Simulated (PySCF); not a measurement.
# TiH2: singlet, from a bent start

The task is one start of a wider search on TiH2: the singlet, from a bent start. It is relaxed, tested by its Hessian and followed downhill if it is a saddle.

The runs use PySCF 2.14.0; PBE, basis Ti def2-TZVP, H def2-TZVP, no relativity, density fitting.

**1. The system as given**

3 atoms, charge 0, spin multiplicity 1.

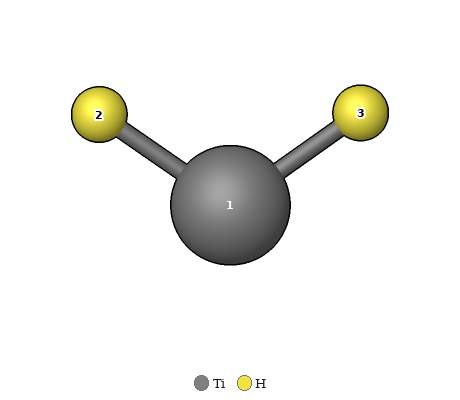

The starting geometry (titanium grey, hydrogen yellow); atoms are numbered from 1 in the order of the file.

```xyz
3
charge 0 multiplicity 1
Ti    0.0000    0.0000    0.0000
H     1.3762    0.0000    0.9636
H    -1.3762    0.0000    0.9636
```

**2. The SCF at the typed geometry**

The steps below are one call of a driver around PySCF. For each, scf.py gives the equivalent set-up of the SCF; relaxations use the driver's own optimiser. After this first run the driver tries any further starts and a stability analysis.

The input, scf.py:

```python
from pyscf import gto, scf, dft
mol = gto.M(atom='''
Ti     0.000000     0.000000     0.000000
H      1.376200     0.000000     0.963600
H     -1.376200     0.000000     0.963600''',
    basis={'Ti': 'def2-TZVP', 'H': 'def2-TZVP'},
    charge=0, spin=0)
mf = dft.RKS(mol, xc='PBE')
mf.grids.atom_grid = (50, 194)
aux = {'Ti': 'def2-universal-JKFIT', 'H': 'def2-universal-JKFIT'}
mf = mf.density_fit(auxbasis=aux)
mf.conv_tol = 1e-08
mf.diis_space = 10
mf.max_cycle = 60
mf.init_guess = 'minao'
mf.verbose = 4
mf.kernel()
```

Launch:

```sh
$ OMP_NUM_THREADS=2 python axn.py task.json out
```

Standard output (excerpt; [...] marks lines left out):

```text
[... the frontier levels of the middle cycles are left out ...]
init E= -850.070225474908
  HOMO = -0.187265817284903  LUMO = -0.184468499116519  gap/eV = 0.07612
cycle= 1 E= -850.167909001433  delta_E= -0.0977  |g|= 0.44  |ddm|= 1.97
  HOMO = -0.0681313213510282  LUMO = -0.0277812666091461  gap/eV = 1.09798
cycle= 2 E= -849.889658742513  delta_E= 0.278  |g|= 1.13  |ddm|= 2.52
  HOMO = -0.160319625045197  LUMO = -0.151041843120911  gap/eV = 0.25246
cycle= 3 E= -850.217009256234  delta_E= -0.327  |g|= 0.417  |ddm|= 2.11
cycle= 4 E= -850.260610924594  delta_E= -0.0436  |g|= 0.193  |ddm|= 0.634
cycle= 5 E= -850.230394182933  delta_E= 0.0302  |g|= 0.224  |ddm|= 1.67
cycle= 6 E= -850.265699663711  delta_E= -0.0353  |g|= 0.131  |ddm|= 1.63
cycle= 7 E= -850.207571024919  delta_E= 0.0581  |g|= 0.351  |ddm|= 1.73
cycle= 8 E= -850.209405469303  delta_E= -0.00183  |g|= 0.336  |ddm|= 0.124
cycle= 9 E= -850.210616748854  delta_E= -0.00121  |g|= 0.336  |ddm|= 0.183
cycle= 10 E= -850.212924233694  delta_E= -0.00231  |g|= 0.321  |ddm|= 0.0259
cycle= 11 E= -850.265352424338  delta_E= -0.0524  |g|= 0.141  |ddm|= 1.73
cycle= 12 E= -850.266160868009  delta_E= -0.000808  |g|= 0.117  |ddm|= 0.256
cycle= 13 E= -850.243599985231  delta_E= 0.0226  |g|= 0.271  |ddm|= 1.42
cycle= 14 E= -850.266231531986  delta_E= -0.0226  |g|= 0.129  |ddm|= 1.27
[... 46 cycles left out ...]
SCF not converged.
init E= -850.070225474908
[... 20 cycles left out ...]
SCF not converged.
init E= -850.254461048543
[... 16 cycles left out ...]
cycle= 17 E= -850.262401677897  delta_E= 0.000882  |g|= 0.133  |ddm|= 0.0686
cycle= 18 E= -850.260489594416  delta_E= 0.00191  |g|= 0.152  |ddm|= 0.0817
cycle= 19 E= -850.256227326478  delta_E= 0.00426  |g|= 0.193  |ddm|= 0.114
cycle= 20 E= -850.256017869172  delta_E= 0.000209  |g|= 0.182  |ddm|= 0.0841
cycle= 21 E= -850.249748106223  delta_E= 0.00627  |g|= 0.232  |ddm|= 0.13
cycle= 22 E= -850.246511312115  delta_E= 0.00324  |g|= 0.242  |ddm|= 0.122
cycle= 23 E= -850.240216338919  delta_E= 0.00629  |g|= 0.272  |ddm|= 0.14
cycle= 24 E= -850.23513549854  delta_E= 0.00508  |g|= 0.289  |ddm|= 0.135
cycle= 25 E= -850.233025507609  delta_E= 0.00211  |g|= 0.284  |ddm|= 0.12
cycle= 26 E= -850.235471953628  delta_E= -0.00245  |g|= 0.237  |ddm|= 0.123
cycle= 27 E= -850.222166353275  delta_E= 0.0133  |g|= 0.309  |ddm|= 0.171
cycle= 28 E= -850.212473973223  delta_E= 0.00969  |g|= 0.344  |ddm|= 0.169
cycle= 29 E= -850.220204966444  delta_E= -0.00773  |g|= 0.268  |ddm|= 0.168
cycle= 30 E= -850.214201335476  delta_E= 0.006  |g|= 0.302  |ddm|= 0.147
SCF not converged.
  HOMO = -0.0705017154207817  LUMO = -0.0395920291294684  gap/eV = 0.84110
macro= 0  E= -850.227418451772  delta_E= -0.0132171  |g|= 0.302237  3 KF 17 JK
macro= 1  E= -850.25737595145  delta_E= -0.0299575  |g|= 0.0980971  3 KF 14 JK
macro= 2  E= -850.267744067575  delta_E= -0.0103681  |g|= 0.126931  3 KF 19 JK
macro= 3  E= -850.269502785924  delta_E= -0.00175872  |g|= 0.0445132  3 KF 14 JK
macro= 4  E= -850.269878515213  delta_E= -0.000375729  |g|= 0.0264335  3 KF 14 JK
macro= 5  E= -850.27009534256  delta_E= -0.000216827  |g|= 0.0165453  2 KF 8 JK
macro= 6  E= -850.27038928081  delta_E= -0.000293938  |g|= 0.00512655  3 KF 13 JK
macro= 7  E= -850.270390092438  delta_E= -8.11629e-07  |g|= 0.00070061  1 KF 8 JK
macro= 8  E= -850.270390092685  delta_E= -2.46246e-10  |g|= 4.07835e-05  1 KF 3 JK
macro X = 9  E=-850.270390092685  |g|= 4.07835e-05  total 23 KF 120 JK
converged SCF energy = -850.270390092685
```

This step, with its further starts and checks, needed 27 s of wall time on 2 threads of Arm Neoverse V1, shared host.

The starts that the driver tried:

```tsv
start	energy (Eh)
the minimal-basis guess	-850.270390
a thermally smeared density	-850.270390
a smeared PBE density	-850.270390
```

Where DIIS stalls, the driver goes on with a level shift of 0.3 Eh and then with a second-order solver.

No lower closed-shell solution turned up from the other starts or in the test of internal stability.

**3. Relaxation: bent start, singlet**

The program finds C2v symmetry in the start, which this walk keeps. Threshold on the gradient: 0.0003 Eh/bohr, with a further test on the energy change.

Edit scf.py of step 2 so:

```diff
@@ -3,3 +3,3 @@
-Ti     0.000000     0.000000     0.000000
-H      1.376200     0.000000     0.963600
-H     -1.376200     0.000000     0.963600''',
+Ti     0.000000     0.000000    -0.038874
+H      1.376200     0.000000     0.924726
+H     -1.376200     0.000000     0.924726''',
@@ -15 +14,0 @@
-mf.init_guess = 'minao'
```

The optimiser's trace:

```tsv
step	energy (Eh)	change (kJ/mol)	largest symmetric gradient (Eh/bohr)
0	-850.270390	0.00	0.00613
1	-850.270567	-0.46	0.00383
2	-850.270693	-0.79	0.00018
3	-850.270693	-0.80	0.00011
```

The walk took 29 s.

Positions (Å) and forces (eV/Å) along the way:

```
step 0
Ti   0.000   0.000  -0.039   0.000   0.000  -0.315
H    1.376   0.000   0.925   0.249   0.000   0.158
H   -1.376   0.000   0.925  -0.249   0.000   0.158
step 1
Ti   0.000   0.000  -0.041   0.000   0.000  -0.197
H    1.386   0.000   0.926   0.160   0.000   0.099
H   -1.386   0.000   0.926  -0.160   0.000   0.099
step 2
Ti   0.000   0.000  -0.044   0.000   0.000  -0.003
H    1.404   0.000   0.927   0.009   0.000   0.001
H   -1.404   0.000   0.927  -0.009   0.000   0.001
step 3
Ti   0.000   0.000  -0.044   0.000   0.000   0.006
H    1.405   0.000   0.927   0.001   0.000  -0.003
H   -1.405   0.000   0.927  -0.001   0.000  -0.003
```

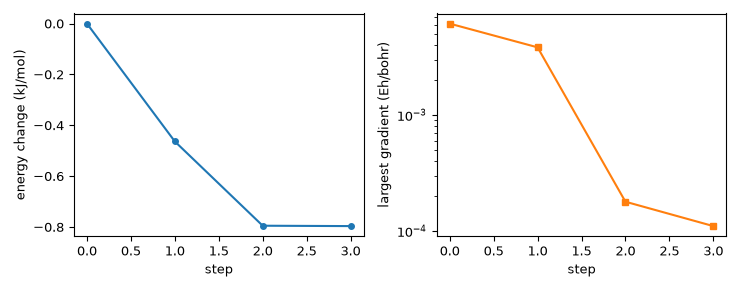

How energy and gradient fall.

End point (C2v, 3 steps, 0.8 kJ/mol gained): Ti–H 1.708 Å (×2); H–Ti–H 110.7°.

(Part 1 of 2 ends here.)
